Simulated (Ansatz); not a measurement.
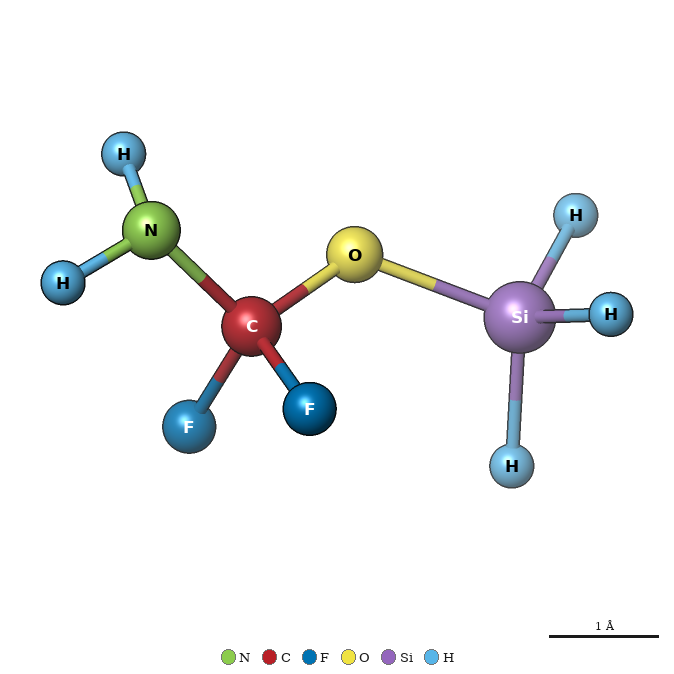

Distant atoms are faded towards the background colour. The geometry was computed by an optimisation with PBE0-D4/def2-TZVP. No frequency run is at hand to confirm it as a minimum. Masses are those of the most abundant isotopes; constants are for the rigid equilibrium geometry.

Q: What kind of rotor is it, and what are its rotational constants in MHz?

A: An asymmetric top (C1): A = 5152, B = 1936, C = 1912 MHz. Ray's parameter κ is −0.99, close to the prolate limit.
